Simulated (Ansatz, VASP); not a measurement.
**GaSb: VASP beside Ansatz**

Wanted: the spread between two codes on one cell, functional and k mesh.

Program: Ansatz 0.2.0. Level of theory: plane waves, with VASP 6.6.1 beside it; band structure at HSE06. Results are calculated unless marked as measured.

The database entry behind the starting cell differs from later determinations by our own check (about 0.4 % long), so it need not match the best structure at ambient conditions.

## (1) The structure

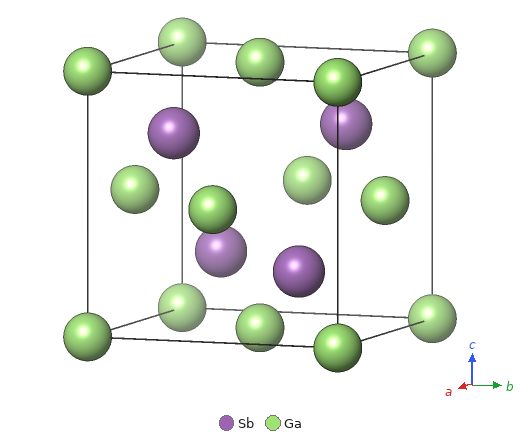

Start, viewed slightly off an axis; antimony purple, gallium green. This picture shows the conventional cell, with its axes. Some periodic images of atoms are drawn too.

## (2) Ansatz: band structure, HSE06

Ansatz runs on its default PAW (the set named soft_2) files.

The same path points are solved in both programs, so levels can be compared one by one.

The input, input.yaml:

```yaml
crystal:
  lattice:
    - [0.0, 3.059, 3.059]
    - [3.059, 0.0, 3.059]
    - [3.059, 3.059, 0.0]
  atoms:
    - { symbol: Sb, position: [0.75, 0.75, 0.75] }
    - { symbol: Ga, position: [0.0, 0.0, 0.0] }
hamiltonian:
  xc: { exchange: pbe, correlation: pbe, exx: { coeff: 0.25, omega: 0.2 } }
  pseudopotentials: { kind: paw }
kpoints:
  mp_grid: { grid: [4, 4, 4] }
  band_path:
    path:
      - [0.0, 0.0, 0.0]
      - [0.5, 0.0, 0.5]
      - [0.5, 0.22222, 0.72222]
      - [0.40278, 0.34722, 0.75]
      - [0.125, 0.125, 0.25]
      - [0.27778, 0.27778, 0.27778]
      - [0.55556, 0.38889, 0.55556]
      - [0.58333, 0.25, 0.66667]
      - [0.5, 0.30556, 0.69444]
      - [0.48611, 0.48611, 0.52778]
      - [0.625, 0.25, 0.625]
      - [0.5, 0.0, 0.5]
    npoints: 1
scf:
  occupations: { method: gaussian, width: 0.03 }
  n_extra_bands: 7
output:
  forces: true
  stress: true
  eigenvalues: true
```

Launch:

```console
ansatz run input.yaml --threads 4 --pin off --max-ram 9216MiB --backend cpu --events-out ev --progress --plain --runs-dir out
```

Numbers of over 12 decimals in the logs are rounded to 6 here.

The program printed:

```text
Warning: output.stress: scf.convergence.dr2_threshold = 1e-7 eV (the SCF's general default) is looser than the 2e-10 eV advised for a printed stress (1e-10 eV for each atom of the cell: 2). What an SCF threshold leaves in a stress goes as its square root, and in the free energy as the threshold itself, and one threshold admits the most on a small cell: [figures from the program's tests cut] Set scf.convergence.dr2_threshold to 2e-10 eV or tighter. The threshold is an SCF's pass mark: one that does not reach it within its budget of iterations ends unconverged, or closes short of it on a stop that the run arms, and scf.convergence.dr2_threshold's page says what that costs each kind of run
Warning: output.stress: scf.exx.energy_threshold = 1e-6 eV is looser than the 2e-8 eV advised for a stress under a hybrid functional (1e-8 eV for each atom of the cell: 2). Every SCF of the exchange loop can meet its threshold on dr2 while the loop round them stops early: no threshold on dr2 bounds what that leaves in the stress. Set scf.exx.energy_threshold to 2e-8 eV or tighter. The threshold is the loop's pass mark: a loop that does not reach it within its budget of cycles ends unconverged, and scf.exx.energy_threshold's page has the law
scf.n_extra_bands = 7 over 14 filled bands (N_el = 28.0): the run solves 21 bands
Engine: ansatz 0.2.0, x86_64-unknown-linux-gnu
Pseudopotentials: kind: paw
Pseudopotential: Sb, paw, valence charge 15, recommended cutoff 420 eV (normal), Sb.paw.azcp
Pseudopotential: Ga, paw, valence charge 13, recommended cutoff 420 eV (normal), Ga.paw.azcp
Functional definition: unnamed
  parameter a_1 = 0.25
  parameter omega_1 = 0.2/angstrom
  exchange = pbe_x + (-a_1)*pbe_x_sr(omega_1) + a_1*exact_x_sr(omega_1)
  correlation = pbe_c
Crystal: 2 atoms, lattice volume = 57.249 Å³
Basis set: ecut = 420 eV, 1139 PW (Γ), exchange–correlation on 60×60×60 points (8 copies of the dense FFT grid, shifted against one another)
Bands: 21, of which v1, the nominal top of the filled ones, is band 14 counted from 1 (13 counted from 0)
Symmetry: 24 space group operations
Space group: F-43m (ITA 216), of the structure as read, at distance tolerance 3.9e-5 Å
k-points: 8 of 64 (time reversal used)
Non-local potential: Sb, projectors of the file, l = 0: 2, l = 1: 2, l = 2: 2, l = 3: 2
Non-local potential: Ga, projectors of the file, l = 0: 2, l = 1: 2, l = 2: 3, l = 3: 1
PAW form: soft (Blöchl's): semilocal exchange-correlation on the pseudo side does not see the compensation charge
PAW frozen core: Sb, regenerated for the run's functional, and the local potential with it (the file was generated under x = pbe(κ = 0.804, μ = 0.219515), c = pbe(β = 0.066725))
PAW frozen core: Ga, regenerated for the run's functional, and the local potential with it (the file was generated under x = pbe(κ = 0.804, μ = 0.219515), c = pbe(β = 0.066725))
PAW one-centre angular grid: Sb, 590 points (default); XC on 64 Gauss nodes
PAW one-centre angular grid: Ga, 590 points (default); XC on 64 Gauss nodes
Initial density: superposition of atomic densities (neutral atoms: chi_scale 0, normalization atom), corrected by the library's trained network
Initial wavefunctions: pseudopotential atomic-orbital guess
Functional: x = pbe(κ = 0.804, μ = 0.219515), c = pbe(β = 0.066725), warm-up for x = pbe(κ = 0.804, μ = 0.219515) + 0.25 (exact − pbe) at short range (hse, ω = 0.2 Å⁻¹), c = pbe(β = 0.066725)
SCF iter   1: F=—  HF=-10267.624883 eV  |F-HF|=—  |Δ(HF+E_count)|=         —  Δρ=1.60e-3  dr2=6.74e-4  ethr=1.77e-3  ⟨swp⟩=13.9  Hψ=775  notcnv=0
preconditioner: auto → none  [insulator: Δε(μ)=0.032 eV  Ē_g=16.802 eV  σ=0.030 eV  W_gap=0.51  n_scr=14 (ndim 8)  ℏωp=20.8 eV  f_vac=0.091  D(μ)=1.45/eV (n_scr^D=14)]
SCF iter   2: F=—  HF=-10267.625354 eV  |F-HF|=—  |Δ(HF+E_count)|=   4.71e-4  Δρ=6.38e-4  dr2=1.14e-4  ethr=2.41e-6  ⟨swp⟩=5.4  Hψ=541  notcnv=0  defer=4
SCF iter   3: F=—  HF=-10267.625430 eV  |F-HF|=—  |Δ(HF+E_count)|=   7.58e-5  Δρ=2.33e-4  dr2=1.91e-5  ethr=4.09e-7  ⟨swp⟩=3.0  Hψ=358  notcnv=0
iter 4 solved again at ethr=2.68e-9 eV; its pass at ethr=6.82e-8 eV (dr2=7.51e-7 eV) is discarded
SCF iter   4: F=—  HF=-10267.625421 eV  |F-HF|=—  |Δ(HF+E_count)|=   8.79e-6  Δρ=3.81e-5  dr2=7.92e-7  ethr=2.68e-9  ⟨swp⟩=2.8  Hψ=682  notcnv=0
SCF iter   5: F=—  HF=-10267.625421 eV  |F-HF|=—  |Δ(HF+E_count)|=   4.25e-7  Δρ=1.29e-5  dr2=7.21e-8  ethr=2.68e-9  ⟨swp⟩=3.0  Hψ=344  notcnv=0
SCF iter   6: F=—  HF=-10267.625421 eV  |F-HF|=—  |Δ(HF+E_count)|=   1.35e-7  Δρ=2.03e-6  dr2=1.93e-9  ethr=2.57e-10  ⟨swp⟩=3.2  Hψ=327  notcnv=0
SCF iter   7: F=-10267.625421 eV  HF=-10267.625421 eV  |F-HF|=6.55e-11  |Δ(HF+E_count)|=   4.30e-9  Δρ=5.82e-7  dr2=1.08e-10  ethr=6.88e-12  ⟨swp⟩=4.0  Hψ=419  notcnv=0
SCF 1 converged in 7 iterations: F = -10267.625421 eV  dr2 = 1.08e-10
  greatest PAW one-centre occupation: 0.995 electrons in one spin orbital (limit 2), on the Sb atom at site 0 (counted from 0), in its partial waves of l = 2
Initial density: handed on by an earlier stage of this run
Initial wavefunctions: those handed on with the density
Functional: x = pbe(κ = 0.804, μ = 0.219515) + 0.25 (exact − pbe) at short range (hse, ω = 0.2 Å⁻¹), c = pbe(β = 0.066725)
Exchange kernel: α = 0.2500, screened, ω = 0.2000 Å⁻¹, Wigner–Seitz truncation, v(0) = 1114.7601 eV·Å³, q-mesh 4×4×4, nearest image of the exchange supercell L = 17.30 Å, pair-density grid 18×18×18, without the augmentation charges, whose exchange is taken in its separable form by FFT convolution over the k-point mesh (sized by the pseudopotential files, 24×24×24 at the most), smooth part of the exact exchange by density-matrix convolution
Frozen-core exchange: fock
iter 1 solved again at ethr=6.33e-5 eV; its pass at ethr=1.00e-1 eV (dr2=1.77e-2 eV) is discarded
SCF iter   1: F=—  HF=-10272.517151 eV  |F-HF|=—  |Δ(HF+E_count)|=         —  Δρ=1.17e-2  dr2=2.86e-2  ethr=6.33e-5  ⟨swp⟩=4.8  Hψ=916  notcnv=0
eigensolver tolerance schedule calibrated: the retry pair's looser diagonalisation under-reported the residual by θ = 0.35 (0.11/decade); ethr = c·dr2/N_el runs at the constant in force after the calibration composes with the one it found (an armed cap, an earlier calibration), c = 8.2e-2
preconditioner: auto → none  [insulator: Δε(μ)=0.763 eV  Ē_g=19.528 eV  σ=0.030 eV  W_gap=1.00  n_scr=14 (ndim 8)  ℏωp=20.8 eV  f_vac=0.093  D(μ)=0.00/eV (n_scr^D=0)]
[...]
SCF iter   4: F=—  HF=-10272.502938 eV  |F-HF|=—  |Δ(HF+E_count)|=   3.48e-5  Δρ=3.86e-4  dr2=1.03e-3  ethr=1.77e-6  ⟨swp⟩=2.8  Hψ=289  notcnv=0
SCF iter   5: F=—  HF=-10272.512310 eV  |F-HF|=—  |Δ(HF+E_count)|=   9.37e-3  Δρ=1.15e-3  dr2=3.46e-4  ethr=1.56e-7  ⟨swp⟩=4.8  Hψ=573  notcnv=0
SCF iter   6: F=—  HF=-10272.512176 eV  |F-HF|=—  |Δ(HF+E_count)|=   1.34e-4  Δρ=7.82e-5  dr2=1.68e-5  ethr=1.56e-7  ⟨swp⟩=4.0  Hψ=397  notcnv=0
SCF iter   7: F=-10272.512290 eV  HF=-10272.512293 eV  |F-HF|=3.40e-6  |Δ(HF+E_count)|=   1.17e-4  Δρ=1.34e-4  dr2=5.18e-6  ethr=5.29e-9  ⟨swp⟩=4.4  Hψ=545  notcnv=0
SCF 2 stopped early in 7 iterations: F = -10272.512290 eV  dr2 = 5.18e-6
hybrid outer 1: dexx = +1.038e-2 eV, tail = 5.96e-5 eV
Exchange kernel: α = 0.2500, screened, ω = 0.2000 Å⁻¹, Wigner–Seitz truncation, v(0) = 1114.7601 eV·Å³, q-mesh 4×4×4, nearest image of the exchange supercell L = 17.30 Å, pair-density grid 18×18×18, without the augmentation charges, whose exchange is taken in its separable form by FFT convolution over the k-point mesh (sized by the pseudopotential files, 24×24×24 at the most), smooth part of the exact exchange by density-matrix convolution
Frozen-core exchange: fock
SCF iter   1: F=—  HF=-10272.512120 eV  |F-HF|=—  |Δ(HF+E_count)|=         —  Δρ=3.89e-5  dr2=2.08e-6  ethr=1.06e-6  ⟨swp⟩=3.9  Hψ=359  notcnv=0
preconditioner: auto → none  [insulator: Δε(μ)=0.897 eV  Ē_g=19.356 eV  σ=0.030 eV  W_gap=1.00  n_scr=14 (ndim 8)  ℏωp=20.8 eV  f_vac=0.093  D(μ)=0.00/eV (n_scr^D=0)]
SCF iter   2: F=—  HF=-10272.512122 eV  |F-HF|=—  |Δ(HF+E_count)|=   1.44e-6  Δρ=1.39e-5  dr2=1.07e-6  ethr=4.08e-9  ⟨swp⟩=4.0  Hψ=418  notcnv=0
SCF iter   3: F=—  HF=-10272.512122 eV  |F-HF|=—  |Δ(HF+E_count)|=   4.77e-8  Δρ=4.45e-6  dr2=9.75e-7  ethr=3.03e-10  ⟨swp⟩=4.2  Hψ=427  notcnv=0
SCF iter   4: F=—  HF=-10272.512141 eV  |F-HF|=—  |Δ(HF+E_count)|=   1.89e-5  Δρ=1.60e-5  dr2=1.90e-7  ethr=2.04e-11  ⟨swp⟩=5.1  Hψ=640  notcnv=0
SCF iter   5: F=—  HF=-10272.512141 eV  |F-HF|=—  |Δ(HF+E_count)|=   6.60e-8  Δρ=5.01e-6  dr2=1.58e-8  ethr=2.04e-11  ⟨swp⟩=4.0  Hψ=507  notcnv=0
SCF iter   6: F=-10272.512141 eV  HF=-10272.512141 eV  |F-HF|=1.36e-9  |Δ(HF+E_count)|=   4.41e-9  Δρ=7.79e-7  dr2=6.82e-9  ethr=2.04e-11  ⟨swp⟩=3.0  Hψ=372  notcnv=0
SCF 3 converged in 6 iterations: F = -10272.512141 eV  dr2 = 6.82e-9
  Residual-converged pass: ⟨swp⟩=2.9  Hψ=291  notcnv=0  max |occ|·‖R‖ = 2.4e-6 eV (tolerance 2.4e-6 eV)  dr2=6.81e-9  dr2_onsite=3.77e-9  max |Δocc| = 1.7e-107
hybrid outer 2: dexx = +9.207e-7 eV, tail = 3.56e-8 eV, Δε = 2.70e-3 eV (about 9.95e-5 eV left of the loop's levels)
NSCF: frozen V_eff on 12 k-points
hybrid SCF converged: 2 outer / 13 inner (+7 warm-up), last move |dexx| = 9.21e-7 eV, tail = 3.56e-8 eV
Stability not checked: this state was not tested for a lower state beside it, because the functional holds exact exchange (a hybrid, or Hartree-Fock), whose exchange loop this test does not read (fock_operator; see scf.lower_state_search)
Free energy (F): -10272.512141 eV
Frozen-core exchange: fock
Harris-Foulkes:  -10272.512141 eV  (|F-HF|=1.36e-9)
Internal energy: -10272.512141 eV  (E = F + TS)
E sigma→0 (E₀):  -10272.512141 eV
Fermi energy:    7.815138 eV
--- Per-component energies (eV) ---
  E_band       = -322.911418
  E_kinetic    = 322.273255
  E_local      = -3918.696562  (includes V_loc(G=0)·N_el)
  E_nonlocal   = 789.047870
  E_hartree    = 1809.216802
  E_xc         = -165.975130
  E_vxc        = -123.375448  (∫ρ·V_xc dr)
  E_exx        = -89.153376  (= α·E_x^exact, valence–valence)
  E_paw        = -6525.444978  (= ΣΔE_a)
  E_vpaw       = -832.286855  (= ΣTr[D̂ρ^β])
  E_aug_tail   = -0.000099  (compensation charges beyond the density's cutoff)
  E_ewald      = -2493.919138
  E_core_change = 0.139216  (= ΣΔE_core)
  E_smearing   = -0.000000  (= −TS)
  E_closure    = -0.000000  (closes the sum)
  Σ components = -10272.512141   (vs F -10272.512141, Δ=0.00e0)
--- Forces (eV/Å), atoms counted from 1 ---
  atom   1  Sb     0.00000000    -0.00000000    -0.00000000
  atom   2  Ga    -0.00000000     0.00000000     0.00000000
  max |Σ_I F_I| component: 2.08e-17 eV/Å
--- Stress (GPa, compression-positive) ---
        0.769425       0.000000      -0.000000
       -0.000000       0.769425       0.000000
        0.000000       0.000000       0.769425
  P = ⅓ Tr σ = 0.7694 GPa (7.694 kbar)
--- Band table (eV; the first three rows and the last of 8) ---
  k-point 0: bands = [... 10 lower, -5.2271, 7.3653, 7.3653, 7.3653, 8.2639, 10.8340, 10.8340, 10.8340, ... 3 higher]
  k-point 1: bands = [... 10 lower, -4.5452, 3.1148, 6.6209, 6.6209, 8.8867, 11.7521, 11.7521, 13.4691, ... 3 higher]
  k-point 2: bands = [... 10 lower, -3.4147, 0.4555, 6.1205, 6.1205, 8.4495, 11.8422, 11.8422, 14.6416, ... 3 higher]
  k-point 7: bands = [... 10 lower, -2.4317, 0.1325, 3.7520, 4.0039, 11.9224, 12.3660, 12.6548, 12.8662, ... 3 higher]
```

Run time: 17 s. Hardware: 4 threads of Intel Xeon Platinum 8488C (Sapphire Rapids), shared host; peak memory 0.83 GiB; 60 s of CPU time.

## (3) VASP: band structure, HSE06

The same cell, functional, mesh and smearing now go to VASP, with its own data sets and cutoff.

Lines of VASP's logs that name or quote its potential files are left out, and so is its time.

The input, INCAR:

```
SYSTEM = GaSb
PREC = Accurate
ENCUT = 350
EDIFF = 1E-06
NELM = 100
ISMEAR = 0
SIGMA = 0.03
LREAL = .FALSE.
ALGO = Normal
LHFCALC = .TRUE.
AEXX = 0.25
GGA = PE
HFSCREEN = 0.2
LASPH = .TRUE.
NBANDS = 15
PRECFOCK = Fast
LORBIT = 11
LWAVE = .FALSE.
LCHARG = .FALSE.
KPAR = 4
```

The input, POSCAR:

```
GaSb
1.0
    0.0000000000      3.0590000000      3.0590000000
    3.0590000000      0.0000000000      3.0590000000
    3.0590000000      3.0590000000      0.0000000000
Sb Ga
1 1
Direct
    0.7500000000      0.7500000000      0.7500000000
    0.0000000000      0.0000000000      0.0000000000
```

The input, KPOINTS:

```
Automatic mesh
0
Gamma
4 4 4
0 0 0
```

The input, KPOINTS_OPT:

```
Line mode
10
Line-mode
Reciprocal
  0.00000000   0.00000000   0.00000000 GAMMA
  0.50000000   0.00000000   0.50000000 X

  0.50000000   0.00000000   0.50000000 X
  0.50000000   0.25000000   0.75000000 W

  0.50000000   0.25000000   0.75000000 W
  0.37500000   0.37500000   0.75000000 K

  0.37500000   0.37500000   0.75000000 K
  0.00000000   0.00000000   0.00000000 GAMMA

  0.00000000   0.00000000   0.00000000 GAMMA
  0.50000000   0.50000000   0.50000000 L

  0.50000000   0.50000000   0.50000000 L
  0.62500000   0.25000000   0.62500000 U

  0.62500000   0.25000000   0.62500000 U
  0.50000000   0.25000000   0.75000000 W

  0.50000000   0.25000000   0.75000000 W
  0.50000000   0.50000000   0.50000000 L

  0.50000000   0.50000000   0.50000000 L
  0.37500000   0.37500000   0.75000000 K

  0.62500000   0.25000000   0.62500000 U
  0.50000000   0.00000000   0.50000000 X
```

PAW data sets: Sb and Ga_d (PBE family, release 64).

Launch:

```console
mpirun -np 4 vasp_std
```

The program printed:

```text
[banner, memory and clock lines left out]
running    4 mpi-ranks, on    1 nodes
 distrk:  each k-point on    1 cores,    4 groups
 distr:  one band on    1 cores,    1 groups

 POSCAR found type information on POSCAR SbGa
 POSCAR found :  2 types and       2 ions
 LDA part: xc-table for (Slater+PW92), standard interpolation
 found WAVECAR, reading the header
 POSCAR, INCAR and KPOINTS ok, starting setup
 FFT: planning ... GRIDC
 FFT: planning ... GRID_SOFT
 FFT: planning ... GRID
 reading WAVECAR
 the WAVECAR file was read successfully
 initial charge from wavefunction
 entering main loop
       N       E                     dE             d eps       ncg     rms          rms(c)
DAV:   1    -0.880632831882E+01   -0.88063E+01   -0.29847E+00   328   0.201E+01    0.185E+01
DAV:   2    -0.881322718667E+01   -0.68989E-02   -0.95754E-02   352   0.368E+00    0.127E+01
DAV:   3    -0.880832489397E+01    0.49023E-02   -0.90384E-03   311   0.149E+00    0.767E+00
DAV:   4    -0.880696589769E+01    0.13590E-02   -0.12692E-03   296   0.408E-01    0.458E+00
DAV:   5    -0.880659669724E+01    0.36920E-03   -0.34180E-04   268   0.140E-01    0.272E+00
DAV:   6    -0.880649819463E+01    0.98503E-04   -0.77543E-05   275   0.678E-02    0.161E+00
DAV:   7    -0.880646921523E+01    0.28979E-04   -0.16239E-05   275   0.343E-02    0.950E-01
DAV:   8    -0.880646081387E+01    0.84014E-05   -0.49827E-06   268   0.172E-02    0.561E-01
DAV:   9    -0.880645994152E+01    0.87234E-06   -0.19190E-06   289   0.894E-03
   1 F= -.88064599E+01 E0= -.88064599E+01  d E =-.969339E-16
 Start KPOINTS_OPT (optional k-point list driver)
k-point batch [1-8\100]
       N       E                     dE             ncg
DAV:   1    -0.240449236109E+03   -0.16784E+04      240
DAV:   2    -0.987413378723E+03   -0.74696E+03      254
DAV:   3    -0.104690746795E+04   -0.59494E+02      296
DAV:   4    -0.104844590075E+04   -0.15384E+01      304
DAV:   5    -0.104847793144E+04   -0.32031E-01      342
DAV:   6    -0.104847892673E+04   -0.99530E-03      349
DAV:   7    -0.104847893751E+04   -0.10773E-04      327
DAV:   8    -0.104847893768E+04   -0.17278E-06      246
[...]
k-point batch [97-100\100]
       N       E                     dE             ncg
DAV:   1     0.192486304050E+04   -0.22001E+04      120
DAV:   2     0.157821597477E+04   -0.34665E+03      120
DAV:   3     0.155511210449E+04   -0.23104E+02      148
DAV:   4     0.155466205610E+04   -0.45005E+00      177
DAV:   5     0.155465107832E+04   -0.10978E-01      193
DAV:   6     0.155465096577E+04   -0.11255E-03      184
DAV:   7     0.155465096385E+04   -0.19188E-05      184
DAV:   8     0.155465096380E+04   -0.53498E-07      144
```

(Continued in part 2 of 2.)

[Lines on the potential files, build, host, timing and source positions are cut from VASP's logs without a mark.]

[Logs are printed without paths, hosts, clocks, repeated set-up lines and the standing remarks that a program may print on its own settings, such as how far it seeks lower states.]

[Hosts, paths, dates, database ids (printed as entryN), source tags and the programs' standing remarks are cut or masked in the printed files.]
